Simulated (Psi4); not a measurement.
## BNH6: frequency calculation (part 1 of 3)

The run: frequency calculation of BNH6. Method and program: HF/6-311G*, UHF (Psi4 1.11).

The geometry comes from this level: PBE0-D4/def2-TZVP.

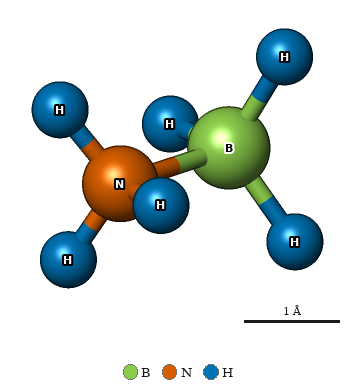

*The structure as given in the input (ball-and-stick view, seen at a tilt).*

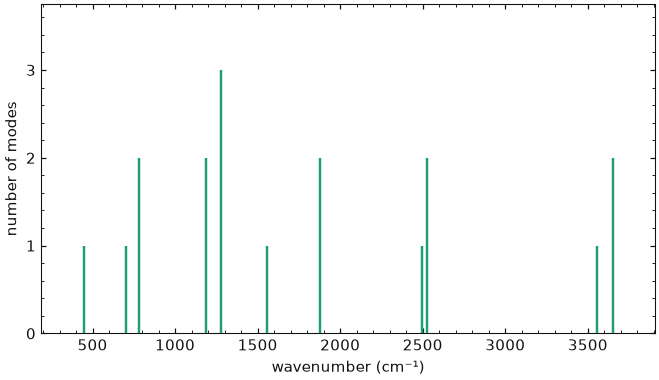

*Harmonic vibrational wavenumbers from the force constants; neighbouring modes closer than 15 cm⁻¹ are counted in one stick.*

18 modes from 446 to 3651 cm⁻¹, none imaginary.

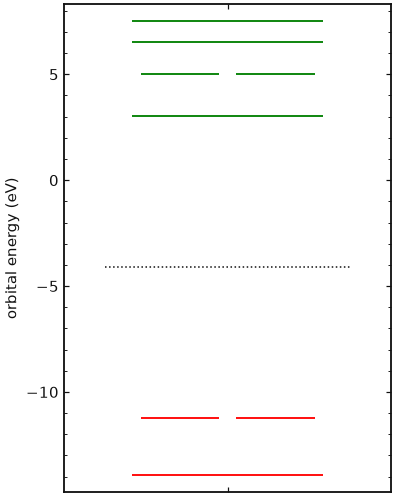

*Orbital energies near the frontier; the dotted line parts filled from empty levels, and levels within 0.02 eV of each other stand side by side.*

Highest filled −11.21 eV, lowest empty 3.01 eV, 14.22 eV apart.

The input that produced these results follows, with the program's output.

## Input (job.in)
```
memory 1.6 GB

molecule mol {
  B     -0.191300     0.250800    -0.775400
  N      0.206500    -0.255100     0.731700
  H     -0.078200    -0.728400    -1.481000
  H     -1.332600     0.649700    -0.687200
  H      0.604400     1.126600    -1.038400
  H      0.140800     0.507000     1.398700
  H      1.156600    -0.611300     0.755300
  H     -0.414000    -0.996500     1.040500
}

set globals {
  reference uhf
  scf_type mem_df
  rotational_symmetry_number 3
}

e_tot, wfn = freq("hf/6-311G*", return_wfn=True)
```

Command:
```bash
psi4 -n 1 job.in job.out
```

## Log
```
Psi4 1.11 release

gradient() will perform analytic gradient computation.

   => Loading Basis Set <=

    Name: 6-311G*
    Role: ORBITAL
    Keyword: BASIS

         ---------------------------------------------------------
                                   SCF
                              UHF Reference
                        1 Threads,   1525 MiB Core
         ---------------------------------------------------------

  ==> Geometry <==

    Molecular point group: c1
    Full point group: C1

    Geometry (in Angstrom), charge = 0, multiplicity = 1:

       Center              X                  Y                   Z               Mass
    ------------   -----------------  -----------------  -----------------  -----------------
         B           -0.219090593239     0.278629458998    -0.830045068460    11.009305360000
         N            0.178709406761    -0.227270541002     0.677054931540    14.003074004430
         H           -0.105990593239    -0.700570541002    -1.535645068460     1.007825032230
         H           -1.360390593239     0.677529458998    -0.741845068460     1.007825032230
         H            0.576609406761     1.154429458998    -1.093045068460     1.007825032230
         H            0.113009406761     0.534829458998     1.344054931540     1.007825032230
         H            1.128809406761    -0.583470541002     0.700654931540     1.007825032230
         H           -0.441790593239    -0.968670541002     0.985854931540     1.007825032230

  Running in c1 symmetry.

  Rotational constants: A =      2.46006  B =      0.59897  C =      0.59896 [cm^-1]
  Rotational constants: A =  73750.85617  B =  17956.54550  C =  17956.43346 [MHz]
  Nuclear repulsion =   40.754562783001887

  Charge       = 0
  Multiplicity = 1
  Electrons    = 18
  Nalpha       = 9
  Nbeta        = 9

  ==> Algorithm <==

  SCF Algorithm Type is MEM_DF.
  DIIS enabled.
  MOM disabled.
  Fractional occupation disabled.
  Guess Type is SAD.
  Energy threshold   = 1.00e-08
  Density threshold  = 1.00e-08
  Integral threshold = 1.00e-12

  ==> Primary Basis <==

  Basis Set: 6-311G*
    Blend: 6-311G*
    Number of shells: 34
    Number of basis functions: 54
    Number of Cartesian functions: 56
    Spherical Harmonics?: true
    Max angular momentum: 2

   => Loading Basis Set <=

    Name: (6-311G* AUX)
    Role: JKFIT
    Keyword: DF_BASIS_SCF

  ==> Integral Setup <==

  DFHelper Memory: AOs need 0.009 GiB; user supplied 1.118 GiB.
  SCF_SUBTYPE=INCORE selected. In-core MEM_DF algorithm will be used.
  Using in-core AOs.

  ==> MemDFJK: Density-Fitted J/K Matrices <==

    J tasked:                   Yes
    K tasked:                   Yes
    wK tasked:                   No
    Memory [MiB]:              1144
    Algorithm:                 Core
    Schwarz Cutoff:           1E-12
    Mask sparsity (%):       0.0000
    Fitting Condition:        1E-10

   => Auxiliary Basis Set <=

  Basis Set: (6-311G* AUX)
    Blend: CC-PVTZ-JKFIT
    Number of shells: 110
    Number of basis functions: 338
    Number of Cartesian functions: 402
    Spherical Harmonics?: true
    Max angular momentum: 4

  Minimum eigenvalue in the overlap matrix is 6.6437485065E-03.
  Reciprocal condition number of the overlap matrix is 1.0270852600E-03.
    Using symmetric orthogonalization.

  ==> Pre-Iterations <==

  SCF Guess: Superposition of Atomic Densities via on-the-fly atomic UHF (no occupation information).

   -------------------------
    Irrep   Nso     Nmo
   -------------------------
     A         54      54
   -------------------------
    Total      54      54
   -------------------------

  ==> Iterations <==

                           Total Energy        Delta E     RMS |[F,P]|

   @DF-UHF iter SAD:   -82.02374465300178   -8.20237e+01   0.00000e+00
   @DF-UHF iter   1:   -82.54079782939482   -5.17053e-01   6.94081e-03 ADIIS/DIIS
   @DF-UHF iter   2:   -82.61993301820064   -7.91352e-02   2.73421e-03 ADIIS/DIIS
   @DF-UHF iter   3:   -82.63030335539580   -1.03703e-02   6.76851e-04 ADIIS/DIIS
   @DF-UHF iter   4:   -82.63138392709793   -1.08057e-03   2.08159e-04 ADIIS/DIIS
   @DF-UHF iter   5:   -82.63146434978573   -8.04227e-05   3.66574e-05 DIIS
   @DF-UHF iter   6:   -82.63146931183039   -4.96204e-06   6.50537e-06 DIIS
   @DF-UHF iter   7:   -82.63146945422356   -1.42393e-07   1.18698e-06 DIIS
   @DF-UHF iter   8:   -82.63146945923289   -5.00933e-09   2.22971e-07 DIIS
   @DF-UHF iter   9:   -82.63146945941736   -1.84471e-10   3.34596e-08 DIIS
   @DF-UHF iter  10:   -82.63146945942110   -3.73745e-12   4.63566e-09 DIIS
  Energy and wave function converged.

  ==> Post-Iterations <==

   @Spin Contamination Metric:  -3.019806627E-14
   @S^2 Expected:                0.000000000E+00
   @S^2 Observed:               -3.019806627E-14
   @S   Expected:                0.000000000E+00
   @S   Observed:                0.000000000E+00

    Orbital Energies [Eh]
    ---------------------

    Alpha Occupied:

       1A    -15.642838     2A     -7.525409     3A     -1.252895
       4A     -0.731140     5A     -0.731102     6A     -0.713339
       7A     -0.512420     8A     -0.412116     9A     -0.412096

    Alpha Virtual:

      10A      0.110766    11A      0.183641    12A      0.183645
      13A      0.240119    14A      0.276192    15A      0.276195
      16A      0.288314    17A      0.400934    18A      0.400940
      19A      0.471914    20A      0.471945    21A      0.484204
      22A      0.629189    23A      0.723533    24A      0.755428
      25A      0.755455    26A      0.825590    27A      0.882560
      28A      0.893003    29A      0.893006    30A      1.159150
      31A      1.159156    32A      1.374656    33A      1.386298
      34A      1.386308    35A      1.508630    36A      2.082740
      37A      2.082767    38A      2.199067    39A      2.199072
      40A      2.262339    41A      2.429185    42A      2.429188
      43A      2.436553    44A      2.743862    45A      2.881689
      46A      2.881699    47A      3.137922    48A      3.147262
      49A      3.147287    50A      4.405858    51A      4.405946
      52A      4.530743    53A     15.103934    54A     36.667329

    Beta Occupied:

       1A    -15.642838     2A     -7.525409     3A     -1.252895
       4A     -0.731140     5A     -0.731102     6A     -0.713339
       7A     -0.512420     8A     -0.412116     9A     -0.412096

    Beta Virtual:

      10A      0.110766    11A      0.183641    12A      0.183645
      13A      0.240119    14A      0.276192    15A      0.276195
      16A      0.288314    17A      0.400934    18A      0.400940
      19A      0.471914    20A      0.471945    21A      0.484204
      22A      0.629189    23A      0.723533    24A      0.755428
      25A      0.755455    26A      0.825590    27A      0.882560
      28A      0.893003    29A      0.893006    30A      1.159150
      31A      1.159156    32A      1.374656    33A      1.386298
      34A      1.386308    35A      1.508630    36A      2.082740
      37A      2.082767    38A      2.199067    39A      2.199072
      40A      2.262339    41A      2.429185    42A      2.429188
      43A      2.436553    44A      2.743862    45A      2.881689
      46A      2.881699    47A      3.137922    48A      3.147262
      49A      3.147287    50A      4.405858    51A      4.405946
      52A      4.530743    53A     15.103934    54A     36.667329

    Final Occupation by Irrep:
              A
    DOCC [     9 ]
    SOCC [     0 ]
    NA   [     9 ]
    NB   [     9 ]

  @DF-UHF Final Energy:   -82.63146945942110

   => Energetics <=

    Nuclear Repulsion Energy =             40.7545627830018873
    One-Electron Energy =                -190.9053550126907055
    Two-Electron Energy =                  67.5193227702677206
    Total Energy =                        -82.6314694594210977

  UHF NO Occupations:
  HONO-2 :    7  A 2.0000000
  HONO-1 :    8  A 2.0000000
  HONO-0 :    9  A 2.0000000
  LUNO+0 :   10  A 0.0000000
  LUNO+1 :   11  A 0.0000000
  LUNO+2 :   12  A 0.0000000
  LUNO+3 :   13  A 0.0000000

Computation Completed

Properties will be evaluated at   0.000000,   0.000000,   0.000000 [a0]

Properties computed using the SCF density matrix

 Multipole Moments:

 ------------------------------------------------------------------------------------
     Multipole            Electronic (a.u.)      Nuclear  (a.u.)        Total (a.u.)
 ------------------------------------------------------------------------------------

 L = 1.  Multiply by 2.5417464519 to convert [e a0] to [Debye]
 Dipole X            :          0.4211358            0.1242860            0.5454218
 Dipole Y            :         -0.5353722           -0.1581129           -0.6934851
 Dipole Z            :          1.5950955            0.4708985            2.0659940
 Magnitude           :                                                    2.2464946

 ------------------------------------------------------------------------------------

	total time  =          1 seconds =       0.02 minutes

         ------------------------------------------------------------
                                   SCF GRAD
         ------------------------------------------------------------

  ==> Geometry <==

    Molecular point group: c1
    Full point group: C1

    Geometry (in Angstrom), charge = 0, multiplicity = 1:

       Center              X                  Y                   Z               Mass
    ------------   -----------------  -----------------  -----------------  -----------------
         B           -0.219090593239     0.278629458998    -0.830045068460    11.009305360000
         N            0.178709406761    -0.227270541002     0.677054931540    14.003074004430
         H           -0.105990593239    -0.700570541002    -1.535645068460     1.007825032230
         H           -1.360390593239     0.677529458998    -0.741845068460     1.007825032230
         H            0.576609406761     1.154429458998    -1.093045068460     1.007825032230
         H            0.113009406761     0.534829458998     1.344054931540     1.007825032230
         H            1.128809406761    -0.583470541002     0.700654931540     1.007825032230
         H           -0.441790593239    -0.968670541002     0.985854931540     1.007825032230

  Nuclear repulsion =   40.754562783001887

  ==> Basis Set <==

  Basis Set: 6-311G*
    Blend: 6-311G*
    Number of shells: 34
    Number of basis functions: 54
    Number of Cartesian functions: 56
    Spherical Harmonics?: true
    Max angular momentum: 2

  ==> DFJKGrad: Density-Fitted SCF Gradients <==

    Gradient:                    1
    J tasked:                  Yes
    K tasked:                  Yes
    wK tasked:                  No
    Integrals threads:           1
    Memory [MiB]:             1144
    Schwarz Cutoff:          1E-12
    Fitting Condition:       1E-10

   => Auxiliary Basis Set <=

  Basis Set: (6-311G* AUX)
    Blend: CC-PVTZ-JKFIT
    Number of shells: 110
    Number of basis functions: 338
    Number of Cartesian functions: 402
    Spherical Harmonics?: true
    Max angular momentum: 4

  -Total Gradient:
     Atom            X                  Y                   Z
    ------   -----------------  -----------------  -----------------
       1        0.001931887697    -0.002415445309     0.007251376617
       2       -0.005023372663     0.006362620627    -0.018845635082
       3       -0.000042928292     0.000276744755     0.000142901604
       4        0.000297436157    -0.000098752377    -0.000067199493
       5       -0.000243149990    -0.000236591961     0.000036877629
       6       -0.001053855786     0.010538775933     0.008335894490
       7        0.012714129304    -0.004609368929    -0.000352605198
       8       -0.008580146428    -0.009817982738     0.003498389433

	total time  =          0 seconds =       0.00 minutes

  Based on options and gradient (rms=6.55E-03), recommend projecting translations and projecting rotations.
hessian() will perform analytic frequency computation.

   => Loading Basis Set <=

    Name: 6-311G*
    Role: ORBITAL
    Keyword: BASIS

         ---------------------------------------------------------
                                   SCF
                              UHF Reference
                        1 Threads,   1525 MiB Core
         ---------------------------------------------------------

  ==> Geometry <==

    Molecular point group: c1
    Full point group: C1

    Geometry (in Angstrom), charge = 0, multiplicity = 1:

       Center              X                  Y                   Z               Mass
    ------------   -----------------  -----------------  -----------------  -----------------
         B           -0.219090593239     0.278629458998    -0.830045068460    11.009305360000
         N            0.178709406761    -0.227270541002     0.677054931540    14.003074004430
         H           -0.105990593239    -0.700570541002    -1.535645068460     1.007825032230
         H           -1.360390593239     0.677529458998    -0.741845068460     1.007825032230
         H            0.576609406761     1.154429458998    -1.093045068460     1.007825032230
         H            0.113009406761     0.534829458998     1.344054931540     1.007825032230
         H            1.128809406761    -0.583470541002     0.700654931540     1.007825032230
         H           -0.441790593239    -0.968670541002     0.985854931540     1.007825032230

  Running in c1 symmetry.

  Rotational constants: A =      2.46006  B =      0.59897  C =      0.59896 [cm^-1]
  Rotational constants: A =  73750.85617  B =  17956.54550  C =  17956.43346 [MHz]
  Nuclear repulsion =   40.754562783001887

  Charge       = 0
  Multiplicity = 1
  Electrons    = 18
  Nalpha       = 9
  Nbeta        = 9

  ==> Algorithm <==

  SCF Algorithm Type is MEM_DF.
  DIIS enabled.
  MOM disabled.
  Fractional occupation disabled.
  Guess Type is SAD.
  Energy threshold   = 1.00e-08
  Density threshold  = 1.00e-08
  Integral threshold = 1.00e-12

  ==> Primary Basis <==

  Basis Set: 6-311G*
    Blend: 6-311G*
    Number of shells: 34
    Number of basis functions: 54
    Number of Cartesian functions: 56
    Spherical Harmonics?: true
    Max angular momentum: 2

   => Loading Basis Set <=

    Name: (6-311G* AUX)
    Role: JKFIT
    Keyword: DF_BASIS_SCF

  ==> Integral Setup <==

  DFHelper Memory: AOs need 0.009 GiB; user supplied 1.118 GiB.
  SCF_SUBTYPE=INCORE selected. In-core MEM_DF algorithm will be used.
  Using in-core AOs.

  ==> MemDFJK: Density-Fitted J/K Matrices <==

    J tasked:                   Yes
    K tasked:                   Yes
    wK tasked:                   No
    Memory [MiB]:              1144
    Algorithm:                 Core
    Schwarz Cutoff:           1E-12
    Mask sparsity (%):       0.0000
    Fitting Condition:        1E-10

   => Auxiliary Basis Set <=

  Basis Set: (6-311G* AUX)
    Blend: CC-PVTZ-JKFIT
    Number of shells: 110
    Number of basis functions: 338
    Number of Cartesian functions: 402
    Spherical Harmonics?: true
    Max angular momentum: 4

  Minimum eigenvalue in the overlap matrix is 6.6437485065E-03.
  Reciprocal condition number of the overlap matrix is 1.0270852600E-03.
    Using symmetric orthogonalization.

  ==> Pre-Iterations <==

  SCF Guess: Superposition of Atomic Densities via on-the-fly atomic UHF (no occupation information).

   -------------------------
    Irrep   Nso     Nmo
   -------------------------
     A         54      54
   -------------------------
    Total      54      54
   -------------------------

  ==> Iterations <==

                           Total Energy        Delta E     RMS |[F,P]|
```
